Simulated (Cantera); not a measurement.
Charge: 1 mol SiC, 5.5 mol H2, 0.1 mol Si, held at 0.000230 bar.

Method: chemical equilibrium by Gibbs-energy minimisation in Cantera with the NASA 1993 tables (ideal gas, pure condensed phases). Candidate condensed phases: C, C6H6, C7H8, C8H18, Si, SiC; 87 gas species. Gases not in the tables: Si2H6 and higher silanes. The numbers say what is thermodynamically allowed, not how fast it happens.

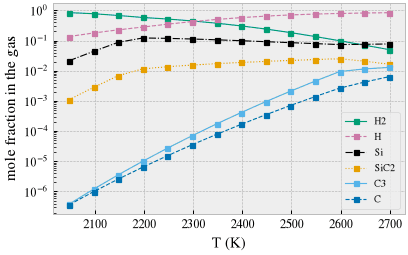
Figure: Equilibrium gas composition (values under 1e-9 drawn at 1e-9)

From 2048 K to 2148 K the condensed part is C(graphite) + SiC(s). From 2198 K to 2598 K the condensed part is C(graphite). From 2648 K to 2698 K nothing is condensed. The main Si-bearing gas is Si throughout.
